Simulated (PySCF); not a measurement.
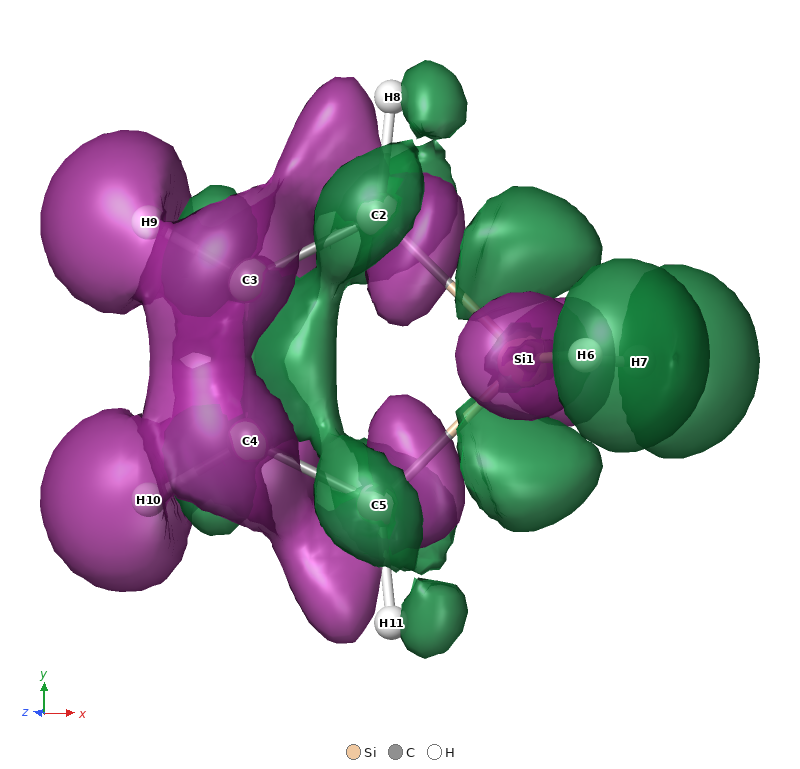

C4H6Si, SMILES `[SiH2]1C=CC=C1`. Change of the electron density in a uniform field of 0.21 V/Å, surfaces at ±0.0015 e/Å³ (green: gain, purple: loss).

Computed with PySCF, TPSS/def2-SVPD, geometry: GFN2-xTB. No frequency check shows the geometry to be a minimum.

Geometry (Å), atoms numbered from 1:

```
Si1      1.2407   -0.0001    0.0000
C2      -0.1076    1.3197    0.0000
C3      -1.3080    0.7285    0.0001
C4      -1.3083   -0.7282   -0.0001
C5      -0.1081   -1.3197   -0.0001
H6       2.0557   -0.0013    1.2157
H7       2.0556    0.0003   -1.2159
H8       0.0063    2.3909    0.0002
H9      -2.2496    1.2612   -0.0002
H10     -2.2501   -1.2605    0.0003
H11      0.0054   -2.3910   -0.0003
```

Question: Along which Cartesian direction does the field point?

Answer: Along −x: electrons gather on the +x side, against the field.

Question: What dipole is induced, and what polarisability does it imply?

Answer: The induced dipole is 0.87 D (along the field); α along this axis, from the fields in both directions, is 86 bohr³ (12.7 Å³).

Question: Which atoms gain and lose the most charge?

Answer: Electrons gather most on Si1 (Hirshfeld charge changes by −0.014 e) and leave H9 and H10 alike most (+0.010 e); 0.070 electrons are displaced in all.

Cost of the run: 2 min on 1 thread of Arm Neoverse V1, with other jobs on the host, peak memory 0.64 GiB.
